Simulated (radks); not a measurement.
# Ru²⁺ in [Kr] 4d6: an all-electron calculation

What are the levels of the ruthenium ion Ru2+, how large are its shells, and how does its energy divide?

The numbers are computed with radks (a radial shooting solver on a logarithmic mesh, Libxc functionals) version 1 (scalar-relativistic Kohn-Sham, exchange-only LDA, spin-polarised, spherical densities, finite nucleus; open shells are filled with parallel spins first), except any that are marked as measured or tabulated.

## Step 1: The atom as given

| Item | Value |
| --- | --- |
| element | ruthenium (Z = 44) |
| charge | +2 |
| electrons | 42 |
| configuration | [Kr] 4d6 |
| nuclear rms radius | 4.4809 fm |

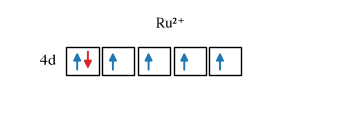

The shells outside the core, filled by Hund's rule for the drawing.

## Step 2: Self-consistent calculation

The run's settings:

```text
Z 44
configuration [Kr] 4d6 5s0 5p0
relativity scalar-relativistic
functional lda,
spin polarised
nucleus finite rms 4.4809 fm
c 137.035999084
```

Q: Predict the outcome of this run.

As calculated:

```
                        quantity                     value
                    total energy       -4521.34481 hartree
exchange-correlation share of it                    2.75 %
                            −T/E                    1.0344
          highest occupied level       4d down, -20.918 eV
    most extended occupied level  4d down, <r> = 1.55 bohr
 radius at density 0.001 e/bohr³                 3.50 bohr
    maxima of the radial density                         4
         ionisation energy, NIST     28.470 (semi-emp.) eV
```

What this shows: The radial density shows 4 maxima for 4 occupied principal shells. −T/E is 1.034: with relativity the kinetic term as defined here no longer equals −E. Minus the highest eigenvalue, 20.918 eV, is 73 % of the tabulated ionisation energy (28.470 eV); the potential of a semilocal functional falls off too fast, so its top eigenvalue is too shallow. Open shells are spherical and high-spin; term and fine-structure splittings are not resolved.
